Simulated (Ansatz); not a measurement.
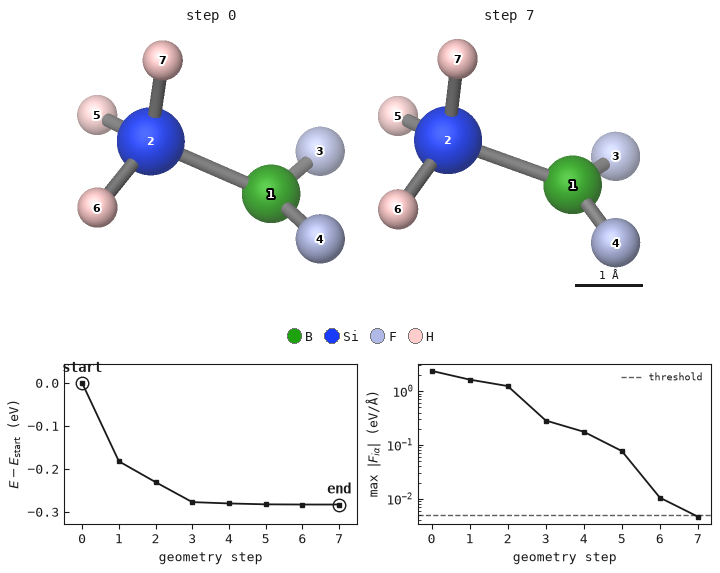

First and last geometry of a relaxation of BSiH₃F₂, with the history of the run. Style: ball-and-stick. Shown from a free direction.

It is one of the separated reactants of a reaction.

All numbers below come from RKS PBE0-D4/def2-TZVP in Ansatz 0.2.0. (force threshold 0.005 eV/Å; at most 200 steps)

Read the history and describe the run.

It converged. The energy falls by 0.283 eV in 7 geometry steps. Largest force component: 2.4 eV/Å at the start, 0.0047 eV/Å at the end. The largest move after the best rigid fit is that of B1, 0.17 Å. By element the largest moves are B 0.17 Å, F 0.09 Å, H 0.05 Å, Si 0.03 Å. Among the contacts that change: B1–F3 1.354 → 1.319 Å, Si2–H5 1.490 → 1.485 Å, B1–Si2 2.039 → 2.035 Å. Among the angles between lasting bonds that change: B1–Si2–H7 111.2° → 108.2°, Si2–B1–F3 119.1° → 121.9°, H5–Si2–H6 107.8° → 109.9°. The run took 11 s on 4 threads of Arm Neoverse V2, with other jobs on the host.
